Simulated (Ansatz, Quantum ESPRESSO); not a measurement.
# CaH2S2 (P-3m1): zone-centre phonons, part 2 of 3

Aim: the zone-centre modes of CaH2S2 (P-3m1).

Quantum ESPRESSO 7.5; DFT PBE, scalar-relativistic, plane waves, PseudoDojo norm-conserving pseudopotentials.

So far. Step 2 (A probe with smearing): A gap of 2.7 eV opens on this mesh, so the crystal is taken as an insulator; the start stands at 57 GPa. Step 4 (Self-consistent run for the response): The cell stands at 0.035 GPa, close enough for phonons. The relaxed cell has a = 4.402, c = 6.175 Å (conventional setting).

The structure was built from a prototype and need not be the compound's stable phase.

**5. Zone-centre response**

At q = 0 one unit cell holds all displacements; symmetry groups them into irreducible representations that are solved one by one. The response to a field gives ε∞ and the Born charges, which polar modes need.

Input file ph.in:

```
phonons
&inputph
   prefix = 'x'
   outdir = './tmp'
   fildyn = 'g.dyn'
   tr2_ph = 1.0d-18
   epsil = .true.
/
0.000000000000 0.000000000000 0.000000000000
```

The run is started by

```sh
$ OMP_NUM_THREADS=1 mpirun -n 4 ph.x -nk 4 -in ph.in > ph.out
```

The program printed:

```text
[banners, grids, parts of the stress and lines that vanish by symmetry left out]
[banner, memory and clock lines left out]
Program PHONON v.7.5

     ./tmp/x.save/

     IMPORTANT: XC functional enforced from input :
     Exchange-correlation= PBE
                           (   1   4   3   4   0   0   0)
     Any further DFT definition will be discarded
     Please, verify this is what you really want

     G-vector sticks info

     Reading collected, re-writing distributed wavefunctions in ./tmp/

     Number and degeneracy of irreps per q-point
       N         xq(1)         xq(2)         xq(3)   N irreps
       1   0.000000000   0.000000000   0.000000000      10
        1   1   2   2   1   1   1   2   2   2

     Calculation of q =    0.0000000   0.0000000   0.0000000

     phonons

     bravais-lattice index     =            0
     lattice parameter (alat)  =       8.3188  a.u.
     unit-cell volume          =     699.3721 (a.u.)^3
     number of atoms/cell      =            5
     number of atomic types    =            3
     kinetic-energy cut-off    =      72.0000  Ry
     charge density cut-off    =     288.0000  Ry
     convergence threshold     =      1.0E-18
     beta                      =       0.7000
     number of iterations used =            4
     Exchange-correlation= PBE
                           (   1   4   3   4   0   0   0)

     celldm(1)=    8.31876  celldm(2)=    0.00000  celldm(3)=    0.00000
     celldm(4)=    0.00000  celldm(5)=    0.00000  celldm(6)=    0.00000

     crystal axes: (cart. coord. in units of alat)
               a(1) = (  1.0000  0.0000  0.0000 )
               a(2) = ( -0.5000  0.8660  0.0000 )
               a(3) = (  0.0000  0.0000  1.4028 )

     reciprocal axes: (cart. coord. in units 2 pi/alat)
               b(1) = (  1.0000  0.5774 -0.0000 )
               b(2) = (  0.0000  1.1547  0.0000 )
               b(3) = (  0.0000 -0.0000  0.7128 )

     Atoms inside the unit cell:

     Cartesian axes

     site n.  atom      mass           positions (alat units)
        1  Ca     40.0780   tau(    1) = (    0.00000    0.00000    0.00000  )
        2  H       1.0080   tau(    2) = (   -0.00000    0.57735    0.79613  )
        3  H       1.0080   tau(    3) = (    0.50000    0.28868    0.60669  )
        4  S      32.0600   tau(    4) = (   -0.00000    0.57735    1.10291  )
        5  S      32.0600   tau(    5) = (    0.50000    0.28868    0.29991  )

     Computing dynamical matrix for
                    q = (   0.0000000   0.0000000   0.0000000 )

     13 Sym.Ops. (with q -> -q+G )

     G cutoff =  504.8355  (  57711 G-vectors)     FFT grid: ( 45, 45, 64)
     number of k points=    24
                       cart. coord. in units 2pi/alat
        k(    1) = (   0.0000000   0.0000000   0.0000000), wk =   0.0138889
        k(    2) = (   0.0000000   0.0000000   0.1782124), wk =   0.0277778
        k(    3) = (   0.0000000   0.0000000  -0.3564249), wk =   0.0138889
        [... further k-points left out ...]

     PseudoPot. # 1 for Ca read from file:
     ./pseudo/Ca.upf
     Pseudo is Norm-conserving + core correction, Zval = 10.0

     PseudoPot. # 2 for H  read from file:
     ./pseudo/H.upf
     Pseudo is Norm-conserving, Zval =  1.0

     PseudoPot. # 3 for S  read from file:
     ./pseudo/S.upf
     Pseudo is Norm-conserving + core correction, Zval =  6.0

     Mode symmetry, D_3d (-3m)  point group:

     Electric field:
     Dielectric constant
     Born effective charges as d Force / d E

     Atomic displacements:
     There are   10 irreducible representations

     Representation     1      1 modes -  To be done

     Representation     2      1 modes -  To be done

     Representation     3      2 modes -  To be done

     Representation     4      2 modes -  To be done

[...]
Representation     9      2 modes -  To be done

     Representation    10      2 modes -  To be done

     Alpha used in Ewald sum =   2.8000

     Electric Fields Calculation

      iter #   1   av.it.:   8.8
      thresh= 1.000E-02 alpha_mix =  0.700 |ddv_scf|^2 =  2.660E-07

      [... iterations left out ...]
      iter #  11   av.it.:  16.1
      thresh= 2.725E-10 alpha_mix =  0.700 |ddv_scf|^2 =  4.487E-19

     End of electric fields calculation

          Dielectric constant in cartesian axis

          (       3.426203408      -0.000000002       0.000000000 )
          (      -0.000000002       3.426203405       0.000000000 )
          (      -0.000000000       0.000000000       3.043238970 )

          Effective charges (d Force / dE) in cartesian axis without acoustic sum rule applied (asr)

           atom    1  Ca    Mean Z*:        2.19013
      Ex  (        2.46724        0.00000        0.00000 )
      Ey  (        0.00000        2.46724       -0.00000 )
      Ez  (        0.00000        0.00000        1.63592 )
           atom    2  H     Mean Z*:        0.08551
      Ex  (        0.05644        0.00000       -0.00000 )
      Ey  (        0.00000        0.05644        0.00000 )
      Ez  (        0.00000       -0.00000        0.14364 )
           atom    3  H     Mean Z*:        0.08551
      Ex  (        0.05644        0.00000        0.00000 )
      Ey  (        0.00000        0.05644        0.00000 )
      Ez  (        0.00000       -0.00000        0.14364 )
           atom    4  S     Mean Z*:       -1.18231
      Ex  (       -1.29245        0.00000       -0.00000 )
      Ey  (        0.00000       -1.29245       -0.00000 )
      Ez  (        0.00000        0.00000       -0.96202 )
           atom    5  S     Mean Z*:       -1.18231
      Ex  (       -1.29245        0.00000       -0.00000 )
      Ey  (        0.00000       -1.29245       -0.00000 )
      Ez  (        0.00000        0.00000       -0.96202 )

          Effective charges Sum: Mean:       -0.00346
             -0.00478        0.00000        0.00000
              0.00000       -0.00478       -0.00000
             -0.00000       -0.00000       -0.00084

          Effective charges (d Force / dE) in cartesian axis with asr applied:
           atom    1  Ca    Mean Z*:        2.19083
      E*x (        2.46820        0.00000        0.00000 )
      E*y (        0.00000        2.46820       -0.00000 )
      E*z (        0.00000        0.00000        1.63609 )
           atom    2  H     Mean Z*:        0.08620
      E*x (        0.05740       -0.00000        0.00000 )
      E*y (       -0.00000        0.05740        0.00000 )
      E*z (        0.00000       -0.00000        0.14381 )
           atom    3  H     Mean Z*:        0.08620
      E*x (        0.05740       -0.00000        0.00000 )
      E*y (       -0.00000        0.05740        0.00000 )
      E*z (        0.00000       -0.00000        0.14381 )
           atom    4  S     Mean Z*:       -1.18161
      E*x (       -1.29149        0.00000       -0.00000 )
      E*y (        0.00000       -1.29149        0.00000 )
      E*z (        0.00000        0.00000       -0.96185 )
           atom    5  S     Mean Z*:       -1.18161
[...]
Representation #   1 mode #   1

     Self-consistent Calculation

      iter #   1   av.it.:   4.0
      thresh= 1.000E-02 alpha_mix =  0.700 |ddv_scf|^2 =  2.951E-08

      [... iterations left out ...]
      iter #  10   av.it.:  14.2
      thresh= 5.370E-10 alpha_mix =  0.700 |ddv_scf|^2 =  8.654E-19

     End of self-consistent calculation

     Convergence has been achieved

     Representation #   2 mode #   2

     Self-consistent Calculation

[...]
[... iterations left out ...]
[...]
End of self-consistent calculation

     Convergence has been achieved

     Representation #   3 modes #   3   4

     Self-consistent Calculation

[...]
[... iterations left out ...]
[...]
End of self-consistent calculation

     Convergence has been achieved

     Representation #   4 modes #   5   6

     Self-consistent Calculation

[...]
End of self-consistent calculation

     Convergence has been achieved

     Representation #   5 mode #   7

[...]
Convergence has been achieved

     Representation #   6 mode #   8

[...]
Convergence has been achieved

     Representation #   7 mode #   9

[...]
Convergence has been achieved

     Representation #   8 modes #  10  11

[...]
Convergence has been achieved

     Representation #   9 modes #  12  13

     Self-consistent Calculation

[...]
[... iterations left out ...]
[...]
End of self-consistent calculation

     Convergence has been achieved

     Representation #  10 modes #  14  15

     Self-consistent Calculation

      iter #   1   av.it.:   8.7
      thresh= 1.000E-02 alpha_mix =  0.700 |ddv_scf|^2 =  7.079E-07

      [... iterations left out ...]
      iter #   9   av.it.:  15.6
      thresh= 3.468E-10 alpha_mix =  0.700 |ddv_scf|^2 =  2.040E-19

     End of self-consistent calculation

     Convergence has been achieved

     Number of q in the star =    1
     List of q in the star:
          1   0.000000000   0.000000000   0.000000000

          Dielectric constant in cartesian axis

          (       3.426203408      -0.000000002       0.000000000 )
          (      -0.000000002       3.426203405       0.000000000 )
          (      -0.000000000       0.000000000       3.043238970 )

          Effective charges (d Force / dE) in cartesian axis without acoustic sum rule applied (asr)

           atom    1  Ca    Mean Z*:        2.19013
      Ex  (        2.46724        0.00000        0.00000 )
      Ey  (        0.00000        2.46724       -0.00000 )
      Ez  (        0.00000        0.00000        1.63592 )
           atom    2  H     Mean Z*:        0.08551
      Ex  (        0.05644        0.00000       -0.00000 )
      Ey  (        0.00000        0.05644        0.00000 )
      Ez  (        0.00000       -0.00000        0.14364 )
           atom    3  H     Mean Z*:        0.08551
      Ex  (        0.05644        0.00000        0.00000 )
      Ey  (        0.00000        0.05644        0.00000 )
      Ez  (        0.00000       -0.00000        0.14364 )
           atom    4  S     Mean Z*:       -1.18231
      Ex  (       -1.29245        0.00000       -0.00000 )
      Ey  (        0.00000       -1.29245       -0.00000 )
      Ez  (        0.00000        0.00000       -0.96202 )
           atom    5  S     Mean Z*:       -1.18231
      Ex  (       -1.29245        0.00000       -0.00000 )
      Ey  (        0.00000       -1.29245       -0.00000 )
      Ez  (        0.00000        0.00000       -0.96202 )

          Effective charges Sum: Mean:       -0.00346
             -0.00478        0.00000        0.00000
              0.00000       -0.00478       -0.00000
             -0.00000       -0.00000       -0.00084

          Effective charges (d Force / dE) in cartesian axis with asr applied:
           atom    1  Ca    Mean Z*:        2.19083
[...]
atom    2  H     Mean Z*:        0.08620
[...]
atom    3  H     Mean Z*:        0.08620
[...]
atom    4  S     Mean Z*:       -1.18161
      E*x (       -1.29149        0.00000       -0.00000 )
      E*y (        0.00000       -1.29149        0.00000 )
      E*z (        0.00000        0.00000       -0.96185 )
           atom    5  S     Mean Z*:       -1.18161
      E*x (       -1.29149        0.00000       -0.00000 )
      E*y (        0.00000       -1.29149       -0.00000 )
      E*z (        0.00000        0.00000       -0.96185 )

     Diagonalizing the dynamical matrix

     q = (    0.000000000   0.000000000   0.000000000 )

 **************************************************************************
     freq (    1) =      -0.106317 [THz] =      -3.546345 [cm-1]
     freq (    2) =      -0.106317 [THz] =      -3.546345 [cm-1]
     freq (    3) =       0.161544 [THz] =       5.388517 [cm-1]
     freq (    4) =       4.340757 [THz] =     144.792058 [cm-1]
     freq (    5) =       4.340757 [THz] =     144.792058 [cm-1]
     freq (    6) =       5.806310 [THz] =     193.677650 [cm-1]
     freq (    7) =       6.024940 [THz] =     200.970373 [cm-1]
     freq (    8) =       6.024940 [THz] =     200.970373 [cm-1]
     freq (    9) =       6.667934 [THz] =     222.418354 [cm-1]
     freq (   10) =       8.569726 [THz] =     285.855277 [cm-1]
     freq (   11) =       8.569726 [THz] =     285.855277 [cm-1]
     freq (   12) =      13.472890 [THz] =     449.407224 [cm-1]
     freq (   13) =      13.472890 [THz] =     449.407225 [cm-1]
     freq (   14) =      78.120791 [THz] =    2605.829089 [cm-1]
     freq (   15) =      78.258758 [THz] =    2610.431165 [cm-1]
 **************************************************************************

     Mode symmetry, D_3d (-3m)  point group:

     freq (   1-   2) =         -3.5  [cm-1]   --> E_u  L_3'       I
     freq (   3-   3) =          5.4  [cm-1]   --> A_2u L_2'       I
     freq (   4-   5) =        144.8  [cm-1]   --> E_g  L_3        R
     freq (   6-   6) =        193.7  [cm-1]   --> A_1g L_1        R
     freq (   7-   8) =        201.0  [cm-1]   --> E_u  L_3'       I
     freq (   9-   9) =        222.4  [cm-1]   --> A_2u L_2'       I
     freq (  10-  11) =        285.9  [cm-1]   --> E_u  L_3'       I
     freq (  12-  13) =        449.4  [cm-1]   --> E_g  L_3        R
     freq (  14-  14) =       2605.8  [cm-1]   --> A_1g L_1        R
     freq (  15-  15) =       2610.4  [cm-1]   --> A_2u L_2'       I
```

It took 11 min on 4 MPI ranks of Intel Xeon 6975P-C (Granite Rapids), shared host; 44 min of CPU time.

Read from the output:

```
miss of the charge sum rule                                       : 0.004780 e
largest acoustic frequency at the zone centre before the sum rule : 5.39 cm⁻¹
highest optical zone-centre mode (no LO-TO term)                  : 2610 cm⁻¹
lowest optical zone-centre mode                                   : 144.8 cm⁻¹
mean high-frequency dielectric constant                           : 3.299
largest Born charge in size (third of the trace)                  : 2.190 e
```

Born charge (rows field, columns displacement), before the sum rule (e), principal values of the symmetric part by kind of site:

```csv
atom,atoms with these values,low,middle,high,mean
Ca1,1,1.64,2.47,2.47,2.19
H2,2,0.06,0.06,0.14,0.09
S4,2,-1.29,-1.29,-0.96,-1.18
```

In full for H2:

```
0.06 0.00 0.00
0.00 0.06 0.00
0.00 0.00 0.14
```

High-frequency dielectric tensor:

```
3.43 0.00 0.00
0.00 3.43 0.00
0.00 0.00 3.04
```

The acoustic modes at Γ come out as far as 5.4 cm⁻¹ from zero, where they should vanish, a small numerical error; the Born charges miss their sum rule by 0.0048 e, which is good.

**6. Zone-centre analysis**

A rigid shift of the crystal must cost nothing, but grids and finite bases break this; the acoustic sum rule is imposed before the matrix is diagonalised again. With Born charges the intensities follow, and the static dielectric tensor.

Input file dynmat.in:

```
&input
   fildyn = 'g.dyn'
   asr = 'crystal'
   fileig = 'dynmat.eig'
   lperm = .true.
/
```

The run is started by

```sh
$ dynmat.x -in dynmat.in > dynmat.out
```

The program printed:

```text
[banner, memory and clock lines left out]
Program DYNMAT v.7.5

     Reading Dynamical Matrix from file g.dyn
     ...Force constants read
     ...epsilon and Z* read
     Acoustic Sum Rule: || Z*(ASR) - Z*(orig)|| =    3.044641E-03
     Acoustic Sum Rule: ||dyn(ASR) - dyn(orig)||=    1.550839E-04
     A direction for q was not specified:TO-LO splitting will be absent

     Polarizability (A^3 units)
     multiply by 0.566193 for Clausius-Mossotti correction
        20.009170   -0.000000   -0.000000
        -0.000000   20.009170    0.000000
         0.000000    0.000000   16.850819

     IR activities are in (D/A)^2/amu units

# mode   [cm-1]    [THz]      IR
    1     -0.00   -0.0000    0.0000
    2     -0.00   -0.0000    0.0000
    3     -0.00   -0.0000    0.0000
    4    144.79    4.3408    0.0000
    5    144.79    4.3408    0.0000
    6    193.68    5.8063    0.0000
    7    200.86    6.0216    3.9852
    8    200.86    6.0216    3.9852
    9    222.49    6.6700    2.4892
   10    285.74    8.5663    2.0731
   11    285.74    8.5663    2.0731
   12    449.41   13.4729    0.0000
   13    449.41   13.4729    0.0000
   14   2605.83   78.1208    0.0000
   15   2610.47   78.2600    1.3300

Electronic dielectric permittivity tensor (relative, adimensional)
         3.426203   -0.000000   -0.000000
        -0.000000    3.426203    0.000000
         0.000000    0.000000    3.043239

 ... with zone-center polar mode contributions
         5.981606    0.000000    0.000000
         0.000000    5.981606   -0.000000
         0.000000   -0.000000    4.082136

[end of the log left out, with the tail of the file of modes that dynmat.x writes under the same name]
```

Run time: 0.6 s. Hardware: 1 thread.

This step gave:

* mean static dielectric constant: 5.348

Unit eigenvectors of the mass-weighted matrix after the sum rule; no LO-TO term. Modes at Γ, with each element's share of the kinetic energy:

```csv
mode,frequency (cm⁻¹),symmetry,Ca %,H %,S %
1,0.0,acoustic,38,2,60
2,0.0,acoustic,38,2,60
3,0.0,acoustic,38,2,60
4,144.8,Eg,0,1,99
5,144.8,Eg,0,1,99
6,193.7,A1g,0,3,97
7,200.9,Eu,55,20,26
8,200.9,Eu,55,20,26
9,222.5,A2u,62,1,37
10,285.7,Eu,8,78,14
11,285.7,Eu,8,78,14
12,449.4,Eg,0,99,1
13,449.4,Eg,0,99,1
14,2605.8,A1g,0,97,3
15,2610.5,A2u,0,97,3
```

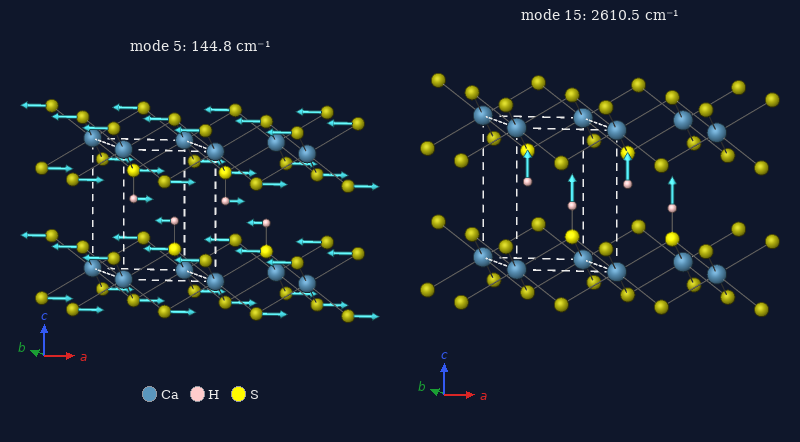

Displacement patterns of modes 5 and 15 at Γ; arrows are exaggerated. 2×1×1 cells are drawn. Some periodic images of atoms are drawn too.

Degenerate modes summed, no LO-TO term. Lines of the infrared spectrum (strongest = 100):

```
position (cm⁻¹)  lines merged  label  IR intensity, relative
            145             2     Eg                     0.0
            194             1    A1g                     0.0
            201             2     Eu                     100
            222             1    A2u                      31
            286             2     Eu                      52
            449             2     Eg                     0.0
           2606             1    A1g                     0.0
           2610             1    A2u                      17
```

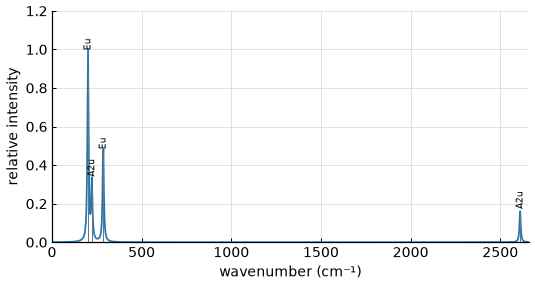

The infrared spectrum, broadened with Lorentzians of width 8 cm⁻¹; bars mark the lines.

Static dielectric tensor (ions relaxed, fixed cell):

```
5.98 0.00 0.00
0.00 5.98 0.00
0.00 0.00 4.08
```

The rule moves no optical mode by more than 0.2 cm⁻¹.

**7. Sum rules set otherwise: a sum rule for molecules or wires on a crystal**

This rule also removes rotations, which suits molecules and not a crystal; it is tried to see the harm.

Input file dynmat.in:

```
&input
   fildyn = 'g.dyn'
   asr = 'zero-dim'
   fileig = 'dynmat.eig'
   lperm = .true.
/
```

The run is started by

```sh
$ dynmat.x -in dynmat.in > dynmat.out
```

The program printed:

```text
[banner, memory and clock lines left out]
Program DYNMAT v.7.5

     Reading Dynamical Matrix from file g.dyn
     ...Force constants read
     ...epsilon and Z* read
     Acoustic Sum Rule: || Z*(ASR) - Z*(orig)|| =    3.048724E+00
     Acoustic Sum Rule: ||dyn(ASR) - dyn(orig)||=    1.720894E-01
     A direction for q was not specified:TO-LO splitting will be absent

     Polarizability (A^3 units)
     multiply by 0.566193 for Clausius-Mossotti correction
        20.009170   -0.000000   -0.000000
        -0.000000   20.009170    0.000000
         0.000000    0.000000   16.850819

     IR activities are in (D/A)^2/amu units

# mode   [cm-1]    [THz]      IR
    1     -0.00   -0.0000    0.0000
    2     -0.00   -0.0000    0.0000
    3     -0.00   -0.0000    0.0000
    4     -0.00   -0.0000    0.0000
    5      0.00    0.0000    0.0000
    6      0.00    0.0000    0.0000
    7    161.52    4.8423    0.4907
    8    184.67    5.5363    0.8515
    9    219.10    6.5685    3.2330
   10    340.32   10.2025    2.6853
   11    401.04   12.0228    6.5674
   12    483.87   14.5062    1.3397
   13    634.51   19.0221   25.4306
   14   2611.99   78.3054    5.8194
   15   2627.19   78.7611    4.8105

Electronic dielectric permittivity tensor (relative, adimensional)
         3.426203   -0.000000   -0.000000
        -0.000000    3.426203    0.000000
         0.000000    0.000000    3.043239

 ... with zone-center polar mode contributions
         5.615641    0.003618    0.074821
         0.003618    5.349293    0.227059
         0.074821    0.227059    3.984767

[end of the log left out, with the tail of the file of modes that dynmat.x writes under the same name]
```

Run time: 0.59 s. Hardware: 1 thread.

The run ended normally, but on settings that are not sound.

The fault: a sum rule for molecules or wires on a crystal; 3 optical modes are projected out to zero frequency, as if they were rotations, and the static dielectric tensor is spoilt.

For a crystal the rule has to be 'simple' or 'crystal'.

Zone-centre frequencies as printed; negative means imaginary. Modes:

```csv
mode,frequency (cm⁻¹)
1,0
2,0
3,0
4,0
5,0
6,0
7,161.5
8,184.7
9,219.1
10,340.3
11,401
12,483.9
13,634.5
14,2612
15,2627
```

[end of part 2 of 3]

[Host names and launcher messages were left out of these logs when they were recorded.]

[Logs are printed without paths, hosts, clocks, repeated set-up lines and the standing remarks that a program may print on its own settings, such as how far it seeks lower states.]

[Hosts, paths, dates, database ids (printed as entryN), source tags and the programs' standing remarks are cut or masked in the printed files.]
